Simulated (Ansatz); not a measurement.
**Br3ClSi: density, localisation and related maps**

```tsv
atom	x (Å)	y (Å)	z (Å)
Br	0.3427	-0.7089	3.0421
Br	-0.9567	1.6577	-1.6601
Br	1.7439	-0.6708	-2.1958
Cl	-0.4430	-1.0648	0.6274
Si	-0.2750	-0.4157	-1.3470
```

Geometry: PBE0-D3(BJ)/def2-SVP.

Computed with isolated molecule in a Gaussian basis; Kohn-Sham density functional theory, functional PBE0 (Ansatz).

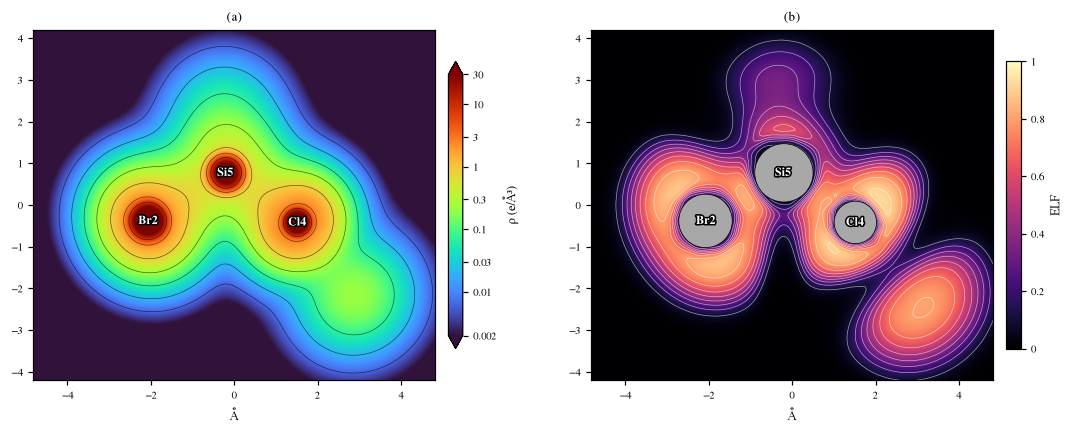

Figure 1. (a) electron density; (b) electron localisation function on the plane of atoms Br2, Si5 and Cl4. Grey discs cover the atomic cores in the ELF map.

> What does the map show?

The section cuts through Br, Cl and Si sites.
Si–Cl (2.09 Å): the density is about 0.83 e/Å³ at the midpoint; the ELF peaks at about 0.80 between the atoms, as expected for a shared but strongly polarised pair.
Si–Br (2.20 Å): the density is about 0.8 e/Å³ at the midpoint; the ELF peaks at about 0.85 between the atoms; a shared but strongly polarised pair.
The ELF also peaks beside Br2 and Cl4, away from the bonds: lone-pair regions.

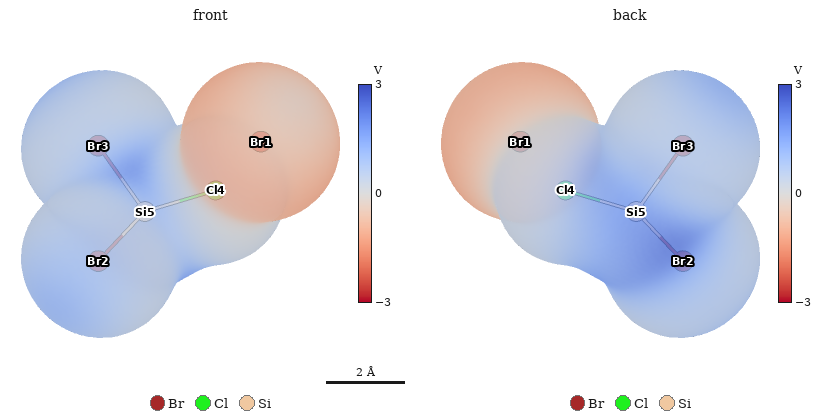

Figure 2. The molecular electrostatic potential painted on the density surface at 0.002 e/bohr³, seen from the front and from behind; red is negative and blue positive.

> Describe the electrostatic potential map.

The most negative region (about −1.1 V) lies over Br1, the most positive (about +2.2 V) over Si5. Br2 shows a σ-hole: about +1.2 V at the tip opposite its bond, against about +0.5 V on its flanks. Br3 shows a σ-hole: about +1.2 V at the tip opposite its bond, against about +0.5 V on its flanks.

> How polar is the molecule by this calculation?

Its dipole moment is 5.15 D.

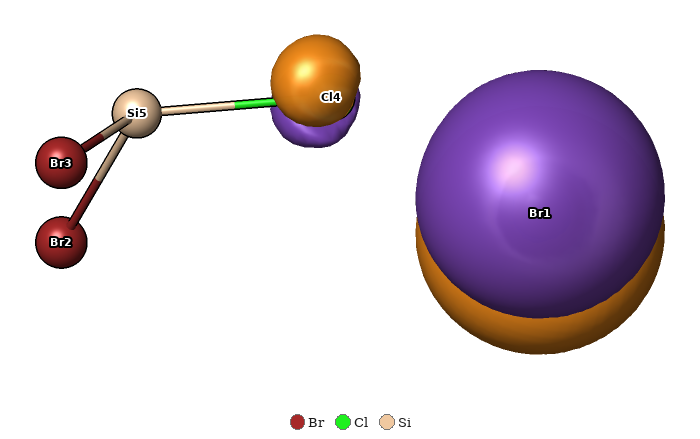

Figure 3. The HOMO−1 at ±0.1 Å⁻³ᐟ² (orange and purple are the two phases), seen from one side.

> What is the character of this orbital?

By Hirshfeld shares it lies mainly on Br1 (about 95 %); largely a lone pair of Br1. Its energy is −7.60 eV.

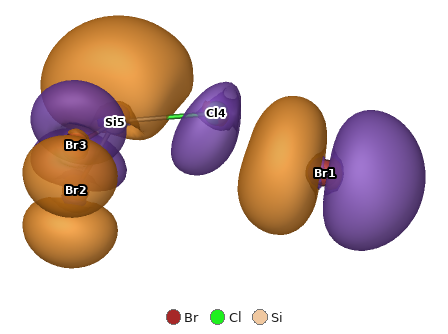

Figure 4. The HOMO at ±0.06 Å⁻³ᐟ² (orange and purple are the two phases), seen from one side.

> Where does this orbital lie, and at what energy?

Its weight (Hirshfeld) is mainly on Br1 (about 50 %), Si5 (about 25 %), Cl4 (about 10 %), Br2 (about 10 %) and Br3 (about 10 %); largely a combination of lone pairs on Br1, Cl4, Br2 and Br3. Its energy is −7.31 eV.
